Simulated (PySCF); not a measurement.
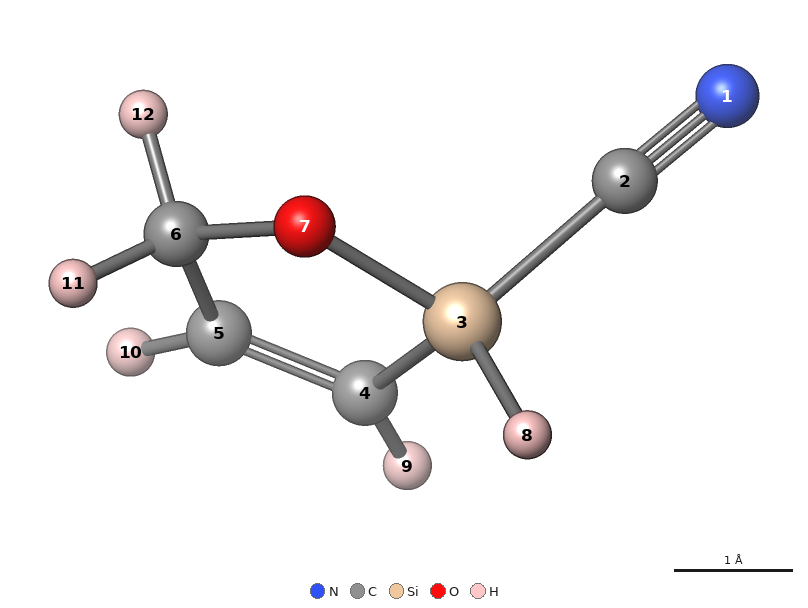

Orthographic view. Distant atoms are faded towards the background colour. Computed geometry: PBE0-D3(BJ)/def2-SVP optimisation. No frequency run is at hand to confirm it as a minimum.

Write a MOL file (V2000) with the atoms in numerical order, bonds sorted by atom number with the orders drawn, and coordinates in the frame of the picture: x right, y up, z towards the viewer, origin at the mean position.

```
C4H5NOSi
                    3D

 12 12  0  0  0  0  0  0  0  0999 V2000
    3.2400    1.6200    0.0500 N   0  0  0  0  0  0  0  0  0  0  0  0
    2.3700    0.9000    0.2900 C   0  0  0  0  0  0  0  0  0  0  0  0
    0.9800   -0.3000    0.6500 Si  0  0  2  0  0  4  0  0  0  0  0  0
    0.1500   -0.9100   -0.8900 C   0  0  0  0  0  0  0  0  0  0  0  0
   -1.0900   -0.4000   -0.8500 C   0  0  0  0  0  0  0  0  0  0  0  0
   -1.4500    0.4500    0.3400 C   0  0  0  0  0  0  0  0  0  0  0  0
   -0.3600    0.5100    1.2300 O   0  0  0  0  0  0  0  0  0  0  0  0
    1.5400   -1.2600    1.6300 H   0  0  0  0  0  0  0  0  0  0  0  0
    0.5200   -1.5300   -1.7100 H   0  0  0  0  0  0  0  0  0  0  0  0
   -1.8400   -0.5600   -1.6300 H   0  0  0  0  0  0  0  0  0  0  0  0
   -2.3300    0.0200    0.8600 H   0  0  0  0  0  0  0  0  0  0  0  0
   -1.7300    1.4600    0.0100 H   0  0  0  0  0  0  0  0  0  0  0  0
  1  2  3  0
  2  3  1  0
  3  4  1  0
  3  7  1  0
  3  8  1  0
  4  5  2  0
  4  9  1  0
  5  6  1  0
  5 10  1  0
  6  7  1  0
  6 11  1  0
  6 12  1  0
M  END
```
